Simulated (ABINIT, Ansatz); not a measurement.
# WS2 (Tungstenite): G0W0 on several meshes in ABINIT

How does the mesh move the gap of WS2 (Tungstenite)?

Calculated with ABINIT 10.8.3; PBE and many-body steps on it, plane waves.

### Step 1. The structure

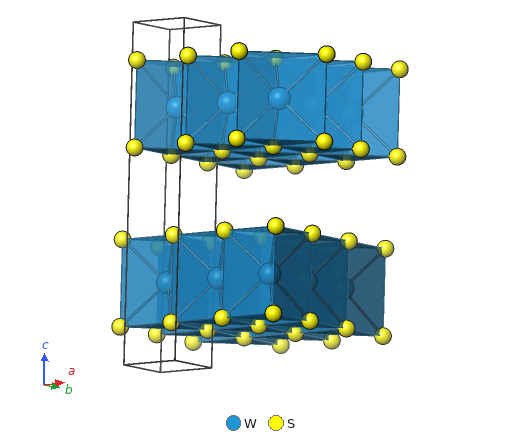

Start, viewed slightly off an axis; tungsten blue, sulfur yellow. 3×3×1 cells are drawn. Some periodic images of atoms are drawn too.

The cell and positions come from the Crystallography Open Database and are kept as given unless a step says otherwise. Spin-orbit coupling is left out unless a step names it.

### Step 2. Empty states on the mesh, 6×6×1 mesh, 715 bands

This step: ABINIT 10.8.3; DFT, PBE, plane waves, norm-conserving pseudopotentials.

The sums over transitions need many empty states on a uniform mesh; this step solves for them.

File run.abi:

```
acell 3*1.0 Angstrom
rprim 
  3.153199999992 0.000000000002 0.000000000000
  -1.576599999998 2.730751303206 0.000000000000
  0.000000000000 0.000000000000 12.323000000000
ntypat 2
znucl 74 16
natom 6
typat 1 1 2 2 2 2
xred 
  0.333333333333 0.666666666667 0.250000000000
  0.666666666667 0.333333333333 0.750000000000
  0.333333333333 0.666666666667 0.622500000000
  0.666666666667 0.333333333333 0.122500000000
  0.333333333333 0.666666666667 0.877500000000
  0.666666666667 0.333333333333 0.377500000000
pp_dirpath "pseudos"
pseudos "W.upf, S.upf"
ecut 31
ngkpt 6 6 1
nshiftk 1
shiftk 0 0 0
kptopt 1
chksymbreak 0
irdden 1
istwfk *1
nband 715
prtvol 0
optdriver 6
gwr_task "HDIAGO"
paral_kgb 0
occopt 1
indata_prefix "in"
outdata_prefix "out"
tmpdata_prefix "tmp"
```

On the command line:

```console
OMP_NUM_THREADS=1 mpirun -n 8 abinit run.abi > log
```

The program printed:

```text
.Version 10.8.3 of ABINIT. v10.8.2 released Aug 2026.

 Symmetries : space group P6_3/m m c (#194); Bravais hP (primitive hexag.)
[... echo of the input left out ...]
== DATASET  1 ==================================================================
-   mpi_nproc: 8, omp_nthreads: 1 (-1 if OMP is not activated)

--- !DatasetInfo
iteration_state: {dtset: 1, }
dimensions: {natom: 6, nkpt: 7, mband: 715, nsppol: 1, nspinor: 1, nspden: 1, mpw: 5929, }
cutoff_energies: {ecut:  31.0, pawecutdg:  -1.0, }
[...]
Indirect band gap semiconductor
 Fundamental gap:     0.981 (eV)
   VBM:     9.509 (eV) at k: [ 0.0000E+00,  0.0000E+00,  0.0000E+00]
   CBM:    10.490 (eV) at k: [ 1.6667E-01,  1.6667E-01,  0.0000E+00]
 Direct gap:         1.837 (eV) at k: [ 3.3333E-01,  3.3333E-01,  0.0000E+00]

== END DATASET(S) ==============================================================
================================================================================

 -outvars: echo values of variables after computation  --------
           etotal      0.0000000000E+00
            nband         715
             nkpt           7
          spgroup         194
 [... the other variables as echoed above ...]

 Calculation completed.
```

Elapsed: 2.3 min, on 8 MPI ranks of Arm Neoverse V2, shared host; peak memory 15 GiB.

Numbers from this step:

- gap: 0.9806 eV
- k of the valence top: 0, 0, 0
- k of the conduction bottom: 0.1667, 0.1667, 0
- least direct gap: 1.837 eV
- k points computed: 7
- lowest point of the top converged band, above the valence top: 182.8238 eV

On this mesh the gap is 0.981 eV.

The density comes from a self-consistent run that is not shown.

### Step 3. Screening, 6×6×1 mesh, 303 bands, screening to 176.9 eV

The RPA dielectric matrix is built and inverted for each q.

This step: RPA screening on PBE, plane waves, norm-conserving pseudopotentials.

run.abi, as its differences from that of step 2:

```diff
@@ -24,10 +24,11 @@
 chksymbreak 0
-irdden 1
 istwfk *1
-nband 715
-prtvol 0
-optdriver 6
-gwr_task "HDIAGO"
-paral_kgb 0
 occopt 1
+irdwfk 1
+optdriver 3
+nband 303
+ecuteps 6.5
+inclvkb 2
+awtr 1
+symchi 1
 indata_prefix "in"
```

The program printed:

```text
.Version 10.8.3 of ABINIT. v10.8.2 released Aug 2026.

 Symmetries : space group P6_3/m m c (#194); Bravais hP (primitive hexag.)
[... echo of the input left out ...]
== DATASET  1 ==================================================================
-   mpi_nproc: 8, omp_nthreads: 1 (-1 if OMP is not activated)

--- !DatasetInfo
iteration_state: {dtset: 1, }
dimensions: {natom: 6, nkpt: 7, mband: 303, nsppol: 1, nspinor: 1, nspden: 1, mpw: 5929, }
cutoff_energies: {ecut:  31.0, pawecutdg:  -1.0, }
electrons: {nelect:   5.20000000E+01, charge:   0.00000000E+00, occopt:   1.00000000E+00, tsmear:   1.00000000E-02, }

 SCREENING: Calculation of the susceptibility and dielectric matrices

 Based on a program developped by R.W. Godby, V. Olevano, G. Onida, and L. Reining.
 Incorporated in ABINIT by V. Olevano, G.-M. Rignanese, and M. Torrent.
.Using double precision arithmetic ; gwpc =  8

[... cell and pseudopotentials left out ...]
--------------------------------------------------------------------------------

 ==== K-mesh for the wavefunctions ====
 Number of points in the irreducible wedge :     7
[... list of points left out ...]
 Together with 24 symmetry operations and time-reversal symmetry
 yields    36 points in the full Brillouin Zone.

 ==== Q-mesh for the screening function ====
 Number of points in the irreducible wedge :     7
[... list of points left out ...]
 Together with 24 symmetry operations and time-reversal symmetry
 yields    36 points in the full Brillouin Zone.

 setmesh: FFT mesh size selected  =    20x   20x   90
          total number of points  =        36000

 vcoul_init : cutoff-mode = AUXILIARY_FUNCTION
 q-points for optical limit:   1
     1)      0.000010    0.000020    0.000030

- screening: taking advantage of time-reversal symmetry
- Maximum band index for partially occupied states nbvw = 26
- Remaining bands to be divided among processors   nbcw = 277
- Number of bands treated by each node ~34

 Number of electrons calculated from density =   52.0000; Expected =   52.0000
 average of density, n =  0.072620
 r_s =    1.4869
 omega_plasma =   25.9946 [eV]

 calculating chi0 at frequencies [eV] :
  1    0.000000E+00    0.000000E+00
  2    0.000000E+00    2.599465E+01

--------------------------------------------------------------------------------
  q-point number  1        q = ( 0.000000, 0.000000, 0.000000) [r.l.u.]
--------------------------------------------------------------------------------
[... chi0 elements left out ...]
 For q-point:  0.000010 0.000020 0.000030
  dielectric constant =  13.5116
  dielectric constant without local fields =  15.0823

  Average fulfillment of the sum rule on Im[epsilon] for q-point    1 :     91.01  [%]
[... wings left out ...]
  q-point number  2        q = ( 0.166667, 0.000000, 0.000000) [r.l.u.]
--------------------------------------------------------------------------------
[... chi0 elements left out ...]
  Average fulfillment of the sum rule on Im[epsilon] for q-point    2 :     92.49  [%]

 [... 5 further q-points ...]
```

It took 3 min on 8 MPI ranks; peak memory 3.4 GiB.

This step gave:

| Item | Value |
| --- | --- |
| ε∞ with local fields, on this mesh, along the program's q direction | 13.51 |
| the same without local fields | 15.08 |
| plasma frequency | 25.99 eV |
| plane waves in the screening matrix | 573 |

Local fields lower ε∞ by 10 %. On a Γ-centred mesh this coarse the value itself is usually too large, while a short band sum pulls it down.

### Step 4. 6×6×1

The self-energy is evaluated for the states that the input lists, and the levels follow from it, in one-shot runs by the linearised quasiparticle equation.

This step: G0W0 on PBE, plane waves, norm-conserving pseudopotentials.

run.abi, as its differences from that of step 3:

```diff
@@ -27,8 +27,19 @@
 irdwfk 1
-optdriver 3
+optdriver 4
 nband 303
+gwcalctyp 0
+ecutsigx 31
+symsigma 1
+nkptgw 3
+kptgw 
+  0.0000000000 0.0000000000 0.0000000000
+  0.1666666667 0.1666666667 0.0000000000
+  0.3333333333 0.3333333333 0.0000000000
+bdgw 
+  25 28
+  25 28
+  25 28
 ecuteps 6.5
-inclvkb 2
-awtr 1
-symchi 1
+irdscr 1
+ppmodel 1
 indata_prefix "in"
```

The program printed:

```text
.Version 10.8.3 of ABINIT. v10.8.2 released Aug 2026.

 Symmetries : space group P6_3/m m c (#194); Bravais hP (primitive hexag.)
[... echo of the input left out ...]
== DATASET  1 ==================================================================
-   mpi_nproc: 8, omp_nthreads: 1 (-1 if OMP is not activated)

--- !DatasetInfo
iteration_state: {dtset: 1, }
dimensions: {natom: 6, nkpt: 7, mband: 303, nsppol: 1, nspinor: 1, nspden: 1, mpw: 5929, }
cutoff_energies: {ecut:  31.0, pawecutdg:  -1.0, }
electrons: {nelect:   5.20000000E+01, charge:   0.00000000E+00, occopt:   1.00000000E+00, tsmear:   1.00000000E-02, }

 SIGMA: Calculation of the GW corrections

 Based on a program developped by R.W. Godby, V. Olevano, G. Onida, and L. Reining.
 Incorporated in ABINIT by V. Olevano, G.-M. Rignanese, and M. Torrent.
.Using double precision arithmetic ; gwpc =  8

[... cell and pseudopotentials left out ...]
--------------------------------------------------------------------------------

 ==== K-mesh for the wavefunctions ====
 Number of points in the irreducible wedge :     7
[... list of points left out ...]
 Together with 24 symmetry operations and time-reversal symmetry
 yields    36 points in the full Brillouin Zone.

 ==== Q-mesh for screening function ====
 Number of points in the irreducible wedge :     7
[... list of points left out ...]
 Together with 24 symmetry operations and time-reversal symmetry
 yields    36 points in the full Brillouin Zone.

 vcoul_init : cutoff-mode = AUXILIARY_FUNCTION
 q-points for optical limit:   1
     1)      0.000010    0.000020    0.000030
 setmesh: FFT mesh size selected  =    25x   25x  120
          total number of points  =        75000

 Number of electrons calculated from density =   52.0000; Expected =   52.0000
 average of density, n =  0.072620
 r_s =    1.4869
 omega_plasma =   25.9946 [eV]

 === KS Band Gaps ===
  >>>> For spin  1
   Minimum direct gap =   1.8369 [eV], located at k-point      :   0.3333  0.3333  0.0000
   Fundamental gap    =   0.9806 [eV], Top of valence bands at :   0.0000  0.0000  0.0000
                                       Bottom of conduction at :   0.1667  0.1667  0.0000
 SIGMA fundamental parameters:
 PLASMON POLE MODEL  1
 number of plane-waves for SigmaX                 5885
 number of plane-waves for SigmaC and W            573
 number of plane-waves for wavefunctions          5885
 number of bands                                   303
 number of independent spin polarizations            1
 number of spinorial components                      1
 number of k-points in IBZ                           7
 number of q-points in IBZ                           7
 number of symmetry operations                      24
 number of k-points in BZ                           36
 number of q-points in BZ                           36
 number of frequencies for dSigma/dE                 9
 frequency step for dSigma/dE [eV]                0.25
 number of omega for Sigma on real axis              0
 max omega for Sigma on real axis  [eV]           0.00
 zcut for avoiding poles [eV]                     0.10

 EPSILON^-1 parameters (SCR file):
 dimension of the eps^-1 matrix on file            573
 dimension of the eps^-1 matrix used               573
 number of plane-waves for wavefunctions          5885
 number of bands                                   303
 number of q-points in IBZ                           7
 number of frequencies                               2
 number of real frequencies                          1
 number of imag frequencies                          1

 matrix elements of self-energy operator (all in [eV])

 Perturbative Calculation

--- !SelfEnergy_ee
iteration_state: {dtset: 1, }
kpoint     : [   0.000,    0.000,    0.000, ]
spin       : 1
KS_gap     :    2.311
QP_gap     :    2.761
Delta_QP_KS:    0.450
data: !SigmaeeData |
     Band     E0 <VxcDFT>   SigX SigC(E0)      Z dSigC/dE  Sig(E)    E-E0       E
       25   8.288 -14.458 -15.573   0.949   0.787  -0.271 -14.589  -0.131   8.157
       26   9.509 -15.590 -16.105   0.435   0.784  -0.276 -15.652  -0.063   9.446
       27  11.820 -15.225 -10.553  -4.180   0.787  -0.271 -14.838   0.387  12.207
       28  11.820 -15.225 -10.553  -4.180   0.787  -0.271 -14.838   0.387  12.207

--- !SelfEnergy_ee
iteration_state: {dtset: 1, }
kpoint     : [   0.167,    0.167,    0.000, ]
spin       : 1
KS_gap     :    2.486
QP_gap     :    2.854
Delta_QP_KS:    0.368
data: !SigmaeeData |
     Band     E0 <VxcDFT>   SigX SigC(E0)      Z dSigC/dE  Sig(E)    E-E0       E
       25   7.976 -15.191 -16.569   1.225   0.783  -0.278 -15.311  -0.120   7.856
       26   8.004 -15.258 -16.559   1.189   0.783  -0.278 -15.346  -0.088   7.916
[...]
--- !SelfEnergy_ee
iteration_state: {dtset: 1, }
kpoint     : [   0.333,    0.333,    0.000, ]
spin       : 1
KS_gap     :    1.837
QP_gap     :    2.395
Delta_QP_KS:    0.558
data: !SigmaeeData |
     Band     E0 <VxcDFT>   SigX SigC(E0)      Z dSigC/dE  Sig(E)    E-E0       E
[...]
26   8.977 -15.421 -15.957   0.483   0.787  -0.271 -15.463  -0.042   8.935
       27  10.814 -16.363 -11.961  -3.747   0.787  -0.271 -15.847   0.516  11.330
       28  10.814 -16.363 -11.961  -3.747   0.787  -0.271 -15.847   0.516  11.330

== END DATASET(S) ==============================================================
================================================================================

 -outvars: echo values of variables after computation  --------
           etotal      0.0000000000E+00
            nband         303
             nkpt           7
          spgroup         194
 [... the other variables as echoed above ...]

 Calculation completed.
```

The job ended after 77 s (8 MPI ranks; peak memory 3.3 GiB).

Numbers from this step:

```yaml
g0w0_gap_on_the_points_computed: 1.324 eV
starting_gap_on_the_mesh: 0.9806 eV
k_of_the_valence_top: 0, 0, 0
k_of_the_conduction_bottom: 0.1667, 0.1667, 0
z_at_the_valence_top: 0.784
z_at_the_conduction_bottom: 0.793
least_direct_g0w0_gap_on_the_computed_points: 2.395 eV
```

The gap on the mesh goes from 0.98 eV to 1.32 eV, a correction of +0.34 eV.

### Step 5. Empty states on the mesh, 3×3×1 mesh, 311 bands

This step: DFT, PBE, plane waves, norm-conserving pseudopotentials.

run.abi, as its differences from that of step 4:

```diff
@@ -19,3 +19,3 @@
 ecut 31
-ngkpt 6 6 1
+ngkpt 3 3 1
 nshiftk 1
@@ -24,22 +24,10 @@
 chksymbreak 0
+irdden 1
 istwfk *1
+nband 311
+prtvol 0
+optdriver 6
+gwr_task "HDIAGO"
+paral_kgb 0
 occopt 1
-irdwfk 1
-optdriver 4
-nband 303
-gwcalctyp 0
-ecutsigx 31
-symsigma 1
-nkptgw 3
-kptgw 
-  0.0000000000 0.0000000000 0.0000000000
-  0.1666666667 0.1666666667 0.0000000000
-  0.3333333333 0.3333333333 0.0000000000
-bdgw 
-  25 28
-  25 28
-  25 28
-ecuteps 6.5
-irdscr 1
-ppmodel 1
 indata_prefix "in"
```

The program printed:

```text
[banner, memory and clock lines left out]
.Version 10.8.3 of ABINIT. v10.8.2 released Aug 2026.

 Symmetries : space group P6_3/m m c (#194); Bravais hP (primitive hexag.)
[... echo of the input left out ...]
== DATASET  1 ==================================================================
-   mpi_nproc: 8, omp_nthreads: 1 (-1 if OMP is not activated)

--- !DatasetInfo
iteration_state: {dtset: 1, }
dimensions: {natom: 6, nkpt: 3, mband: 311, nsppol: 1, nspinor: 1, nspden: 1, mpw: 5917, }
cutoff_energies: {ecut:  31.0, pawecutdg:  -1.0, }
[...]
Integrated=    5.2000E+01

 === KS gaps after direct diagonalization ===
 Indirect band gap semiconductor
 Fundamental gap:     1.305 (eV)
   VBM:     9.509 (eV) at k: [ 0.0000E+00,  0.0000E+00,  0.0000E+00]
   CBM:    10.814 (eV) at k: [ 3.3333E-01,  3.3333E-01,  0.0000E+00]
 Direct gap:         1.837 (eV) at k: [ 3.3333E-01,  3.3333E-01,  0.0000E+00]

== END DATASET(S) ==============================================================

 -outvars: echo values of variables after computation  --------
           etotal      0.0000000000E+00
            nband         311
             nkpt           3
          spgroup         194
 [... the other variables as echoed above ...]

 Calculation completed.
```

Wall time 57 s (8 MPI ranks); peak memory 11 GiB; 7.6 min of CPU time.

This step gave:

```
gap                                                           : 1.305 eV
k of the valence top                                          : 0, 0, 0
k of the conduction bottom                                    : 0.3333, 0.3333, 0
least direct gap                                              : 1.837 eV
k points computed                                             : 3
lowest point of the top converged band, above the valence top : 97.4934 eV
```

On this mesh the gap is 1.305 eV.

### Step 6. Screening, 3×3×1 mesh, 303 bands, screening to 176.9 eV

This step: RPA screening on PBE, plane waves, norm-conserving pseudopotentials.

run.abi, as its differences from that of step 5:

```diff
@@ -24,10 +24,11 @@
 chksymbreak 0
-irdden 1
 istwfk *1
-nband 311
-prtvol 0
-optdriver 6
-gwr_task "HDIAGO"
-paral_kgb 0
 occopt 1
+irdwfk 1
+optdriver 3
+nband 303
+ecuteps 6.5
+inclvkb 2
+awtr 1
+symchi 1
 indata_prefix "in"
```

The program printed:

```text
.Version 10.8.3 of ABINIT. v10.8.2 released Aug 2026.

 Symmetries : space group P6_3/m m c (#194); Bravais hP (primitive hexag.)
[... echo of the input left out ...]
== DATASET  1 ==================================================================
-   mpi_nproc: 8, omp_nthreads: 1 (-1 if OMP is not activated)

--- !DatasetInfo
iteration_state: {dtset: 1, }
dimensions: {natom: 6, nkpt: 3, mband: 303, nsppol: 1, nspinor: 1, nspden: 1, mpw: 5917, }
cutoff_energies: {ecut:  31.0, pawecutdg:  -1.0, }
electrons: {nelect:   5.20000000E+01, charge:   0.00000000E+00, occopt:   1.00000000E+00, tsmear:   1.00000000E-02, }

 SCREENING: Calculation of the susceptibility and dielectric matrices

 Based on a program developped by R.W. Godby, V. Olevano, G. Onida, and L. Reining.
 Incorporated in ABINIT by V. Olevano, G.-M. Rignanese, and M. Torrent.
.Using double precision arithmetic ; gwpc =  8

[... cell and pseudopotentials left out ...]
--------------------------------------------------------------------------------

 ==== K-mesh for the wavefunctions ====
 Number of points in the irreducible wedge :     3
[... list of points left out ...]
 Together with 24 symmetry operations and time-reversal symmetry
 yields     9 points in the full Brillouin Zone.

 ==== Q-mesh for the screening function ====
 Number of points in the irreducible wedge :     3
[... list of points left out ...]
 Together with 24 symmetry operations and time-reversal symmetry
 yields     9 points in the full Brillouin Zone.

 setmesh: FFT mesh size selected  =    20x   20x   90
          total number of points  =        36000

 vcoul_init : cutoff-mode = AUXILIARY_FUNCTION
 q-points for optical limit:   1
     1)      0.000010    0.000020    0.000030

- screening: taking advantage of time-reversal symmetry
- Maximum band index for partially occupied states nbvw = 26
- Remaining bands to be divided among processors   nbcw = 277
- Number of bands treated by each node ~34

 Number of electrons calculated from density =   52.0000; Expected =   52.0000
 average of density, n =  0.072620
 r_s =    1.4869
 omega_plasma =   25.9946 [eV]

 calculating chi0 at frequencies [eV] :
  1    0.000000E+00    0.000000E+00
  2    0.000000E+00    2.599465E+01

--------------------------------------------------------------------------------
  q-point number  1        q = ( 0.000000, 0.000000, 0.000000) [r.l.u.]
--------------------------------------------------------------------------------
[... chi0 elements left out ...]
 For q-point:  0.000010 0.000020 0.000030
  dielectric constant =  17.3553
  dielectric constant without local fields =  19.4889

  Average fulfillment of the sum rule on Im[epsilon] for q-point    1 :     90.99  [%]
[... wings left out ...]
  q-point number  2        q = ( 0.333333, 0.000000, 0.000000) [r.l.u.]
--------------------------------------------------------------------------------
[... chi0 elements left out ...]
  Average fulfillment of the sum rule on Im[epsilon] for q-point    2 :     89.10  [%]

 [... 1 further q-points ...]
```

Elapsed: 36 s, on 8 MPI ranks; peak memory 2.1 GiB; 4.8 min of CPU time.

Numbers from this step:

```yaml
eps_infinity_with_local_fields_on_this_mesh_along_the_program_s_q_direction: 17.36
the_same_without_local_fields: 19.49
plasma_frequency: 25.99 eV
plane_waves_in_the_screening_matrix: 573
```

[end of part 1 of 2]

[Paths, hosts, dates, memory and timing lines, banners, echoed tables and standing remarks are left out of the program output.]

[Logs are printed without paths, hosts, clocks, repeated set-up lines and the standing remarks that a program may print on its own settings, such as how far it seeks lower states.]

[Runs of the session that timed out or met a known fault of the program may be left out.]

[Hosts, paths, dates, database ids (printed as entryN), source tags and the programs' standing remarks are cut or masked in the printed files.]

[G0W0 gaps are taken among the corrected bands and points alone; a level outside them can change the order at an edge.]

[Where Ansatz stands beside ABINIT at settings called matched, ABINIT's density can come from a denser mesh and the files from another edition; pairs whose starting gaps differed by over 0.03 eV were left out, so agreement reads better than it is.]
